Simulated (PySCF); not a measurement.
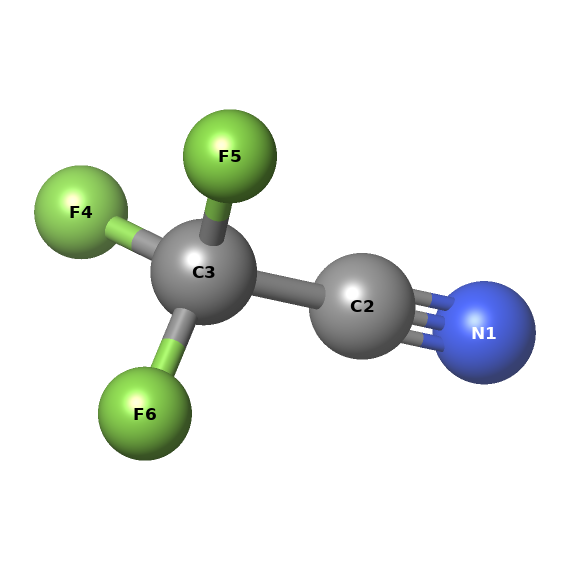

Computed geometry: GFN2-xTB optimisation. No frequency run is at hand to confirm it as a minimum. Level of theory: B3LYP/pcJ-1 indirect spin-spin coupling, non-relativistic, gas phase (PySCF 2.14.0). Isotopes: 13C, 19F, 15N.

Give the spin–spin coupling constants of these pairs, with the number of bonds between them: N1/C2, C2/C3, C3/F4, C3/F6, C3/F5, N1/C3, C2/F6, C2/F4, F4/F6, F4/F5, F5/F6.

```csv
pair,bonds apart,J (Hz)
"N1, C2",1,−20.4
"C2, C3",1,136.5
"C3, F4",1,−344.3
"C3, F6",1,−344.6
"C3, F5",1,−344.3
"N1, C3",2,1.0
"C2, F6",2,58.6
"C2, F4",2,58.7
"F4, F6",2,86.4
"F4, F5",2,86.7
"F5, F6",2,86.2
```

Density functionals are unreliable for couplings to fluorine, so those rows may be far off.
